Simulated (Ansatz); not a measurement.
# Run report: C2H8OSi, molecular dynamics (part 2 of 2)

C2H8OSi, SMILES CO[SiH2]C; RKS BLYP/6-31G* (Ansatz 0.2.0). The geometry comes from this level: PBE0-D4/def2-TZVP.

Geometry of the input (Å):
```
C  0.0909  1.5995  -1.0107
O  0.7153  0.3403  -1.0463
Si 0.8131  -0.6473  0.2669
C  -0.8542  -1.2770  0.8134
H  0.3065  2.1180  -1.9468
H  0.4644  2.2144  -0.1822
H  -0.9972  1.5081  -0.9115
H  1.4431  0.0964  1.3985
H  1.6917  -1.7679  -0.1488
H  -1.5088  -0.4600  1.1272
H  -0.7373  -1.9538  1.6647
H  -1.3505  -1.8257  0.0095
```

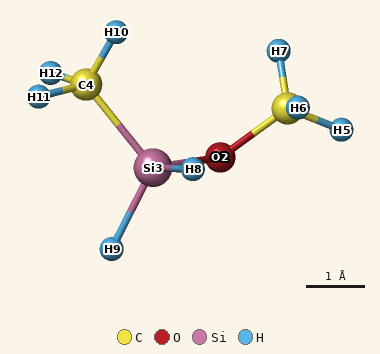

*The geometry at step 20 of the log (ball-and-stick view, seen at a tilt; atoms are numbered from 1 in the order of the input).*

**Trajectory as extended XYZ, continued**
```
12
Properties=species:S:1:pos:R:3:forces:R:3 step=9 time_fs=9.0 energy=-12126.83571 temperature=379.8
C     0.1208    1.6188   -0.9873    1.4046   0.6559  -1.0677
O     0.6656    0.3146   -1.0981    0.5857  -0.7129   0.3234
Si    0.7841   -0.6353    0.2776    1.8358   0.0278   0.1856
C    -0.7782   -1.2990    0.8016   -2.9304   0.5361  -0.8212
H     0.4874    2.1636   -1.8947   -0.2848   0.0758   0.5166
H     0.4732    2.1331   -0.0859    0.0339   0.2914   0.2224
H    -0.9437    1.5989   -1.0102   -1.4320   0.0321   0.0460
H     1.2860    0.0030    1.5628    0.1937   0.4467  -0.4461
H     1.7011   -1.7921    0.0730    0.2547   0.0913  -0.4768
H    -1.4189   -0.4296    1.1043    0.1219  -0.4055   0.0389
H    -0.5811   -1.8638    1.7053   -0.3521  -0.8600   0.2548
H    -1.3559   -1.7787   -0.0573    0.5690  -0.1788   1.2241
12
Properties=species:S:1:pos:R:3:forces:R:3 step=10 time_fs=10.0 energy=-12126.87873 temperature=410.7
C     0.1248    1.6245   -0.9870    1.0192   0.2694  -0.7821
O     0.6622    0.3088   -1.1037    0.4895  -0.4108   0.3599
Si    0.7851   -0.6348    0.2801    1.0735   0.3819  -0.2787
C    -0.7786   -1.2992    0.7996   -2.3600   0.2745  -0.2480
H     0.4927    2.1788   -1.8689   -0.0867   0.1938   0.1171
H     0.4666    2.1311   -0.0816    0.0910   0.2833   0.3497
H    -0.9462    1.6177   -1.0194   -1.1887  -0.0157   0.0469
H     1.2617   -0.0092    1.5328    0.4288   0.7837   0.1193
H     1.6812   -1.7525    0.0897    0.8103  -0.5895  -0.6279
H    -1.4012   -0.4346    1.1083   -0.1580  -0.1979   0.0969
H    -0.5855   -1.8828    1.6964   -0.2895  -0.6788   0.2343
H    -1.3385   -1.8005   -0.0225    0.1705  -0.2940   0.6127
12
Properties=species:S:1:pos:R:3:forces:R:3 step=11 time_fs=11.0 energy=-12126.84893 temperature=389.4
C     0.1296    1.6304   -0.9874    0.2446  -0.1070  -0.3355
O     0.6591    0.3027   -1.1091    0.3888  -0.0658   0.3751
Si    0.7865   -0.6341    0.2826    0.2995   0.6629  -0.7656
C    -0.7809   -1.2992    0.7974   -1.5481  -0.0292   0.6105
H     0.4972    2.1958   -1.8419    0.1357   0.3389  -0.3331
H     0.4609    2.1318   -0.0739    0.0935   0.1985   0.3565
H    -0.9600    1.6364   -1.0282   -0.5283  -0.0605   0.0632
H     1.2415   -0.0140    1.5039    0.6518   1.1179   0.7040
H     1.6691   -1.7186    0.1003    1.3278  -1.2215  -0.7471
H    -1.3849   -0.4416    1.1132   -0.4744   0.0592   0.1739
H    -0.5927   -1.9082    1.6897   -0.2330  -0.3636   0.0896
H    -1.3195   -1.8252    0.0182   -0.3579  -0.5298  -0.1915
12
Properties=species:S:1:pos:R:3:forces:R:3 step=12 time_fs=12.0 energy=-12126.77735 temperature=339.7
C     0.1346    1.6363   -0.9880   -0.5376  -0.3705   0.1228
O     0.6562    0.2965   -1.1143    0.2876   0.2954   0.3754
Si    0.7879   -0.6333    0.2848   -0.2269   0.7303  -1.1527
C    -0.7844   -1.2992    0.7958   -0.7636  -0.3331   1.4262
H     0.5030    2.2161   -1.8181    0.3125   0.4254  -0.6770
H     0.4561    2.1345   -0.0627    0.0515   0.0512   0.2428
H    -0.9789    1.6546   -1.0363    0.2223  -0.1090   0.0841
H     1.2276   -0.0080    1.4818    0.8003   1.3559   1.1318
H     1.6697   -1.6963    0.1037    1.6101  -1.5640  -0.7920
H    -1.3731   -0.4480    1.1198   -0.7492   0.2661   0.2338
H    -0.6022   -1.9372    1.6839   -0.1694   0.0060  -0.0712
H    -1.3040   -1.8550    0.0570   -0.8377  -0.7537  -0.9241
12
Properties=species:S:1:pos:R:3:forces:R:3 step=13 time_fs=13.0 energy=-12126.76202 temperature=330.2
C     0.1392    1.6418   -0.9885   -1.0439  -0.4360   0.4113
O     0.6535    0.2905   -1.1192    0.1903   0.6413   0.3700
Si    0.7893   -0.6322    0.2866   -0.2966   0.5340  -1.3067
C    -0.7885   -1.2995    0.7952   -0.3414  -0.7099   1.8220
H     0.5118    2.2405   -1.8007    0.3765   0.3575  -0.7699
H     0.4518    2.1376   -0.0493   -0.0079  -0.1210   0.0545
H    -0.9957    1.6717   -1.0437    0.8154  -0.1596   0.0965
H     1.2213    0.0109    1.4705    0.8175   1.3967   1.2291
H     1.6856   -1.6889    0.0996    1.5113  -1.4561  -0.7334
H    -1.3685   -0.4518    1.1286   -0.9018   0.3205   0.2355
H    -0.6132   -1.9662    1.6774   -0.0929   0.3448  -0.1625
H    -1.2964   -1.8920    0.0871   -1.0265  -0.7121  -1.2464
12
Properties=species:S:1:pos:R:3:forces:R:3 step=14 time_fs=14.0 energy=-12126.83900 temperature=386.0
C     0.1430    1.6470   -0.9887   -1.1859  -0.2987   0.4454
O     0.6509    0.2849   -1.1239    0.1012   0.9428   0.3678
Si    0.7906   -0.6309    0.2880    0.0733   0.1908  -1.1869
C    -0.7929   -1.3003    0.7961   -0.4137  -1.2015   1.6918
H     0.5241    2.2683   -1.7908    0.3104   0.1073  -0.5877
H     0.4474    2.1396   -0.0353   -0.0561  -0.2749  -0.1434
H    -1.0047    1.6873   -1.0501    1.1487  -0.2073   0.0931
H     1.2229    0.0433    1.4709    0.6928   1.1993   0.9549
H     1.7161   -1.6956    0.0885    1.0663  -0.9644  -0.5795
H    -1.3726   -0.4526    1.1396   -0.8889   0.1779   0.1565
H    -0.6252   -1.9918    1.6693   -0.0087   0.5929  -0.1512
H    -1.2986   -1.9359    0.1052   -0.8393  -0.2641  -1.0608
12
Properties=species:S:1:pos:R:3:forces:R:3 step=15 time_fs=15.0 energy=-12126.93142 temperature=454.0
C     0.1458    1.6520   -0.9885   -1.0062  -0.0558   0.2855
O     0.6483    0.2799   -1.1284    0.0242   1.1807   0.3751
Si    0.7920   -0.6295    0.2889    0.6589  -0.1166  -0.8856
C    -0.7976   -1.3021    0.7984   -0.7994  -1.6640   1.2648
H     0.5395    2.2972   -1.7864    0.1600  -0.2505  -0.2448
H     0.4425    2.1389   -0.0227   -0.0747  -0.3780  -0.2936
H    -1.0027    1.7009   -1.0557    1.1985  -0.2462   0.0703
H     1.2310    0.0871    1.4805    0.4722   0.8176   0.4396
H     1.7568   -1.7114    0.0718    0.4583  -0.3198  -0.3723
H    -1.3851   -0.4516    1.1522   -0.7281  -0.1136   0.0104
H    -0.6373   -2.0119    1.6598    0.0740   0.7195  -0.0423
H    -1.3089   -1.9823    0.1132   -0.4378   0.4268  -0.6071
12
Properties=species:S:1:pos:R:3:forces:R:3 step=16 time_fs=16.0 energy=-12126.95801 temperature=475.3
C     0.1478    1.6570   -0.9881   -0.5763   0.1544   0.0539
O     0.6458    0.2756   -1.1326   -0.0380   1.3477   0.3940
Si    0.7935   -0.6282    0.2896    1.2133  -0.2842  -0.5501
C    -0.8030   -1.3053    0.8017   -1.2214  -1.9123   0.8005
H     0.5564    2.3237   -1.7844   -0.0038  -0.5969   0.1033
H     0.4368    2.1346   -0.0129   -0.0574  -0.4131  -0.3588
H    -0.9892    1.7121   -1.0606    0.9594  -0.2694   0.0257
H     1.2437    0.1388    1.4943    0.2248   0.3598  -0.1219
H     1.8019   -1.7303    0.0515   -0.1286   0.2674  -0.1585
H    -1.4047   -0.4518    1.1648   -0.4838  -0.4441  -0.1607
H    -0.6486   -2.0250    1.6498    0.1483   0.7164   0.1456
H    -1.3234   -2.0247    0.1154   -0.0365   1.0744  -0.1728
12
Properties=species:S:1:pos:R:3:forces:R:3 step=17 time_fs=17.0 energy=-12126.91272 temperature=443.4
C     0.1493    1.6620   -0.9877    0.0468   0.2277  -0.1553
O     0.6433    0.2721   -1.1367   -0.0843   1.4465   0.4227
Si    0.7955   -0.6270    0.2901    1.5944  -0.3104  -0.2853
C    -0.8094   -1.3099    0.8057   -1.5026  -1.8924   0.4060
H     0.5733    2.3444   -1.7814   -0.1269  -0.8404   0.3493
H     0.4306    2.1263   -0.0065   -0.0082  -0.3777  -0.3226
H    -0.9665    1.7208   -1.0652    0.4387  -0.2694  -0.0416
H     1.2586    0.1940    1.5070    0.0034  -0.0788  -0.5899
H     1.8458   -1.7467    0.0297   -0.5963   0.6996   0.0317
H    -1.4289   -0.4562    1.1760   -0.2297  -0.7054  -0.3105
H    -0.6586   -2.0313    1.6413    0.2112   0.5961   0.3857
H    -1.3382   -2.0568    0.1159    0.2537   1.5045   0.1098
12
Properties=species:S:1:pos:R:3:forces:R:3 step=18 time_fs=18.0 energy=-12126.84099 temperature=391.2
C     0.1509    1.6673   -0.9874    0.7748   0.1192  -0.2932
O     0.6407    0.2694   -1.1404   -0.1138   1.4861   0.4568
Si    0.7980   -0.6259    0.2904    1.7660  -0.2382  -0.1259
C    -0.8170   -1.3161    0.8099   -1.5717  -1.6650   0.1053
H     0.5890    2.3572   -1.7751   -0.1805  -0.9370   0.4472
H     0.4243    2.1145   -0.0032    0.0610  -0.2817  -0.1904
H    -0.9396    1.7270   -1.0703   -0.2922  -0.2424  -0.1271
H     1.2735    0.2484    1.5140   -0.1678  -0.4459  -0.9109
H     1.8841   -1.7564    0.0082   -0.9218   0.9665   0.1866
H    -1.4553   -0.4674    1.1842   -0.0224  -0.8295  -0.4062
H    -0.6665   -2.0318    1.6364    0.2589   0.3971   0.6334
H    -1.3507   -2.0745    0.1175    0.4095   1.6708   0.2244
12
Properties=species:S:1:pos:R:3:forces:R:3 step=19 time_fs=19.0 energy=-12126.79586 temperature=358.7
C     0.1531    1.6726   -0.9873    1.3990  -0.1655  -0.3358
O     0.6380    0.2677   -1.1440   -0.1257   1.4781   0.4914
Si    0.8011   -0.6249    0.2908    1.7466  -0.1091  -0.0625
C    -0.8258   -1.3237    0.8143   -1.4000  -1.3259  -0.0597
H     0.6030    2.3610   -1.7644   -0.1519  -0.8744   0.3859
H     0.4186    2.0999   -0.0017    0.1320  -0.1466   0.0070
H    -0.9155    1.7308   -1.0765   -1.0195  -0.1938  -0.2124
H     1.2868    0.2987    1.5123   -0.2846  -0.7257  -1.0871
H     1.9135   -1.7568   -0.0115   -1.1168   1.0917   0.3045
H    -1.4819   -0.4865    1.1885    0.1039  -0.7884  -0.4306
H    -0.6720   -2.0286    1.6376    0.2826   0.1853   0.8178
H    -1.3592   -2.0762    0.1212    0.4344   1.5741   0.1817
12
Properties=species:S:1:pos:R:3:forces:R:3 step=20 time_fs=20.0 energy=-12126.81309 temperature=372.4
C     0.1564    1.6778   -0.9875    1.6015  -0.5854  -0.2678
O     0.6353    0.2668   -1.1472   -0.1201   1.4343   0.5220
Si    0.8049   -0.6239    0.2911    1.5667   0.0536  -0.0714
C    -0.8358   -1.3323    0.8186   -0.9662  -0.9513  -0.0084
H     0.6155    2.3564   -1.7501   -0.0376  -0.6583   0.1735
H     0.4142    2.0839   -0.0001    0.1826  -0.0024   0.2114
H    -0.9011    1.7327   -1.0848   -1.4068  -0.1370  -0.2637
H     1.2974    0.3420    1.5002   -0.3515  -0.9196  -1.1400
H     1.9323   -1.7468   -0.0284   -1.1972   1.0994   0.3869
H    -1.5076   -0.5132    1.1886    0.1332  -0.5832  -0.3787
H    -0.6747   -2.0236    1.6467    0.2678   0.0334   0.8570
H    -1.3635   -2.0629    0.1267    0.3276   1.2166  -0.0208
12
Properties=species:S:1:pos:R:3:forces:R:3 step=21 time_fs=21.0 energy=-12126.88639 temperature=427.1
C     0.1610    1.6826   -0.9879    1.1912  -1.0768  -0.0829
O     0.6324    0.2668   -1.1501   -0.1005   1.3653   0.5459
Si    0.8091   -0.6229    0.2914    1.2466   0.2424  -0.1314
C    -0.8466   -1.3417    0.8229   -0.2728  -0.5743   0.3219
H     0.6277    2.3455   -1.7341    0.1477  -0.3203  -0.1547
H     0.4115    2.0679    0.0034    0.1936   0.1194   0.3483
H    -0.9002    1.7334   -1.0957   -1.2272  -0.0806  -0.2502
H     1.3047    0.3765    1.4771   -0.3732  -1.0311  -1.0885
H     1.9396   -1.7262   -0.0415   -1.1688   1.0005   0.4333
H    -1.5320   -0.5455    1.1852    0.0686  -0.2415  -0.2574
H    -0.6749   -2.0183    1.6639    0.2012  -0.0201   0.7015
H    -1.3648   -2.0379    0.1319    0.0935   0.6171  -0.3859
12
Properties=species:S:1:pos:R:3:forces:R:3 step=22 time_fs=22.0 energy=-12126.96483 temperature=486.5
C     0.1666    1.6865   -0.9884    0.3434  -1.5478   0.1885
O     0.6296    0.2677   -1.1526   -0.0740   1.2793   0.5625
Si    0.8138   -0.6218    0.2916    0.7879   0.4598  -0.2289
C    -0.8576   -1.3516    0.8275    0.5858  -0.2157   0.8754
H     0.6413    2.3316   -1.7195    0.3529   0.0597  -0.5087
H     0.4106    2.0530    0.0104    0.1568   0.1981   0.3559
H    -0.9110    1.7332   -1.1089   -0.5904  -0.0215  -0.1730
H     1.3083    0.4012    1.4436   -0.3516  -1.0574  -0.9412
H     1.9357   -1.6961   -0.0505   -1.0225   0.7901   0.4384
H    -1.5557   -0.5801    1.1793   -0.0587   0.1724  -0.0910
H    -0.6732   -2.0131    1.6879    0.0831   0.0037   0.3747
H    -1.3651   -2.0070    0.1335   -0.2127  -0.1207  -0.8526
12
Properties=species:S:1:pos:R:3:forces:R:3 step=23 time_fs=23.0 energy=-12127.00764 temperature=521.0
C     0.1724    1.6892   -0.9887   -0.5195  -1.8708   0.4402
O     0.6266    0.2693   -1.1549   -0.0495   1.1788   0.5730
Si    0.8188   -0.6205    0.2917    0.1761   0.7100  -0.3573
C    -0.8681   -1.3616    0.8328    1.3602   0.0488   1.4049
H     0.6583    2.3181   -1.7098    0.4834   0.3506  -0.7401
H     0.4113    2.0400    0.0207    0.0813   0.2325   0.2216
H    -0.9275    1.7329   -1.1238    0.1736   0.0436  -0.0644
H     1.3086    0.4158    1.4011   -0.2842  -0.9859  -0.6964
H     1.9221   -1.6583   -0.0554   -0.7370   0.4518   0.3923
H    -1.5801   -0.6132    1.1725   -0.1795   0.5538   0.0737
H    -0.6706   -2.0079    1.7155   -0.0671   0.0433  -0.0319
H    -1.3675   -1.9772    0.1270   -0.4377  -0.7565  -1.2156
12
Properties=species:S:1:pos:R:3:forces:R:3 step=24 time_fs=24.0 energy=-12127.01844 temperature=530.3
C     0.1779    1.6903   -0.9887   -1.0476  -1.9344   0.5255
O     0.6237    0.2716   -1.1568   -0.0327   1.0604   0.5790
Si    0.8238   -0.6190    0.2918   -0.6066   0.9847  -0.5158
C    -0.8776   -1.3716    0.8392    1.7339   0.1313   1.5684
H     0.6800    2.3081   -1.7072    0.4448   0.4352  -0.7143
H     0.4127    2.0292    0.0331   -0.0101   0.2379  -0.0084
H    -0.9424    1.7330   -1.1394    0.7914   0.1086   0.0399
H     1.3062    0.4210    1.3519   -0.1656  -0.7966  -0.3471
H     1.9013   -1.6162   -0.0564   -0.2932  -0.0271   0.2845
H    -1.6062   -0.6409    1.1664   -0.2025   0.7855   0.1807
H    -0.6687   -2.0023    1.7428   -0.2172   0.0421  -0.4059
H    -1.3740   -1.9546    0.1087   -0.3946  -1.0277  -1.1864
12
Properties=species:S:1:pos:R:3:forces:R:3 step=25 time_fs=25.0 energy=-12126.99456 temperature=511.1
C     0.1825    1.6899   -0.9882   -1.1296  -1.7337   0.3823
O     0.6207    0.2745   -1.1583   -0.0249   0.9168   0.5822
Si    0.8287   -0.6172    0.2916   -1.5442   1.2424  -0.7103
C    -0.8856   -1.3815    0.8469    1.5868   0.0933   1.2213
H     0.7059    2.3022   -1.7115    0.2218   0.3056  -0.4235
H     0.4140    2.0206    0.0455   -0.0931   0.2332  -0.2562
H    -0.9496    1.7341   -1.1545    1.1434   0.1635   0.1176
H     1.3022    0.4186    1.2993    0.0072  -0.4726   0.1071
H     1.8778   -1.5743   -0.0548    0.2926  -0.6248   0.1159
H    -1.6343   -0.6612    1.1620   -0.0661   0.8009   0.1957
H    -0.6689   -1.9963    1.7663   -0.3362  -0.0269  -0.6609
H    -1.3844   -1.9418    0.0791   -0.0577  -0.8977  -0.6712
12
Properties=species:S:1:pos:R:3:forces:R:3 step=26 time_fs=26.0 energy=-12126.90793 temperature=445.5
C     0.1862    1.6881   -0.9875   -0.8441  -1.3760   0.0858
O     0.6177    0.2781   -1.1595   -0.0228   0.7403   0.5834
Si    0.8330   -0.6149    0.2913   -2.5279   1.3904  -0.9499
C    -0.8924   -1.3914    0.8556    1.1007   0.1198   0.5353
H     0.7340    2.2992   -1.7197   -0.1013   0.0672   0.0008
H     0.4145    2.0143    0.0555   -0.1498   0.2313  -0.4494
H    -0.9460    1.7368   -1.1686    1.2043   0.2026   0.1562
H     1.2983    0.4116    1.2476    0.2260  -0.0249   0.6387
H     1.8570   -1.5384   -0.0520    0.9175  -1.2416  -0.0814
H    -1.6630   -0.6738    1.1595    0.2099   0.6285   0.1306
H    -0.6723   -1.9906    1.7834   -0.4046  -0.1636  -0.7537
H    -1.3953   -1.9376    0.0431    0.3923  -0.5741   0.1036
12
Properties=species:S:1:pos:R:3:forces:R:3 step=27 time_fs=27.0 energy=-12126.77284 temperature=345.9
C     0.1892    1.6852   -0.9867   -0.3229  -0.9880  -0.2343
O     0.6146    0.2820   -1.1603   -0.0210   0.5256   0.5844
Si    0.8365   -0.6122    0.2905   -3.3222   1.3102  -1.2290
C    -0.8984   -1.4011    0.8647    0.5584   0.3138  -0.2321
H     0.7611    2.2969   -1.7280   -0.4070  -0.1552   0.3956
H     0.4135    2.0102    0.0612   -0.1725   0.2373  -0.5417
H    -0.9308    1.7414   -1.1812    0.9771   0.2267   0.1463
H     1.2965    0.4044    1.2020    0.4576   0.4721   1.1672
H     1.8450   -1.5143   -0.0500    1.3741  -1.6876  -0.2361
H    -1.6898   -0.6804    1.1582    0.5347   0.3665   0.0310
H    -0.6796   -1.9864    1.7934   -0.4151  -0.3523  -0.6803
H    -1.4025   -1.9389    0.0079    0.7587  -0.2691   0.8290
12
Properties=species:S:1:pos:R:3:forces:R:3 step=28 time_fs=28.0 energy=-12126.66602 temperature=267.3
C     0.1920    1.6815   -0.9860    0.3277  -0.6485  -0.4815
O     0.6116    0.2863   -1.1608   -0.0142   0.2716   0.5875
Si    0.8388   -0.6089    0.2894   -3.6537   0.9614  -1.4894
C    -0.9039   -1.4107    0.8736    0.1548   0.6366  -0.9212
H     0.7844    2.2930   -1.7325   -0.6112  -0.2872   0.6555
H     0.4108    2.0084    0.0616   -0.1611   0.2504  -0.5153
H    -0.9062    1.7482   -1.1924    0.4817   0.2412   0.0809
H     1.2991    0.4017    1.1676    0.6378   0.8659   1.5572
H     1.8461   -1.5063   -0.0503    1.4484  -1.7719  -0.2715
H    -1.7114   -0.6835    1.1573    0.8064   0.1173  -0.0573
H    -0.6909   -1.9855    1.7968   -0.3722  -0.5642  -0.4727
H    -1.4024   -1.9428   -0.0193    0.9555  -0.0726   1.3278
12
Properties=species:S:1:pos:R:3:forces:R:3 step=29 time_fs=29.0 energy=-12126.65328 temperature=257.8
C     0.1950    1.6773   -0.9858    0.9935  -0.3877  -0.6135
O     0.6086    0.2908   -1.1610    0.0012  -0.0158   0.5948
Si    0.8398   -0.6054    0.2878   -3.4090   0.4738  -1.6118
C    -0.9092   -1.4197    0.8818   -0.0186   0.9861  -1.4363
H     0.8018    2.2864   -1.7308   -0.6750  -0.3044   0.7397
H     0.4067    2.0089    0.0572   -0.1222   0.2666  -0.3776
H    -0.8770    1.7573   -1.2028   -0.2021   0.2520  -0.0337
H     1.3078    0.4073    1.1480    0.6926   0.9866   1.6751
H     1.8611   -1.5153   -0.0532    1.0973  -1.4568  -0.1716
H    -1.7254   -0.6854    1.1558    0.9563  -0.0527  -0.1077
H    -0.7058   -1.9901    1.7958   -0.2919  -0.7529  -0.2030
H    -1.3931   -1.9474   -0.0338    0.9778   0.0051   1.5457
12
Properties=species:S:1:pos:R:3:forces:R:3 step=30 time_fs=30.0 energy=-12126.72968 temperature=314.7
C     0.1989    1.6727   -0.9860    1.4727  -0.2049  -0.6307
O     0.6055    0.2952   -1.1608    0.0269  -0.3229   0.6062
Si    0.8397   -0.6017    0.2856   -2.7268   0.0578  -1.4957
C    -0.9146   -1.4279    0.8889    0.0791   1.2622  -1.6673
H     0.8128    2.2769   -1.7219   -0.5864  -0.2066   0.6426
H     0.4013    2.0120    0.0491   -0.0679   0.2781  -0.1599
H    -0.8497    1.7689   -1.2136   -0.8727   0.2562  -0.1613
H     1.3232    0.4223    1.1444    0.5887   0.7713   1.4835
H     1.8866   -1.5383   -0.0577    0.4900  -0.8924   0.0033
H    -1.7302   -0.6879    1.1532    0.9538  -0.1132  -0.1121
H    -0.7234   -2.0019    1.7927   -0.1990  -0.8542   0.0236
H    -1.3745   -1.9519   -0.0335    0.8416  -0.0314   1.4677
```

**Summary**

```json
{"quantity": "outcome", "value": "finished"}
{"quantity": "mean temperature over the second half", "value": "413 K"}
{"quantity": "trajectory", "value": "30 steps, 30 fs"}
{"quantity": "ensemble", "value": "nvt_nose_hoover"}
{"quantity": "temperature in the input", "value": "700 K"}
{"quantity": "time step", "value": "1 fs"}
{"quantity": "potential energy (last step)", "value": "−12126.7300 eV"}
{"quantity": "SCF solution under orbital rotations (last step)", "value": "stable"}
{"quantity": "largest force (length of the vector) (last step)", "value": "3.111 eV/Å"}
{"quantity": "dipole moment (last step)", "value": "1.47 D"}
{"quantity": "hardware", "value": "4 threads of Arm Neoverse V2, 23 GiB of memory available, shared host"}
{"quantity": "wall time", "value": "24 s (CPU time 87 s)"}
{"quantity": "peak memory", "value": "0.46 GiB"}
```

So short a trajectory is not equilibrated. The temperature stays far from the 700 K of the thermostat over the second half: the run isn't equilibrated.
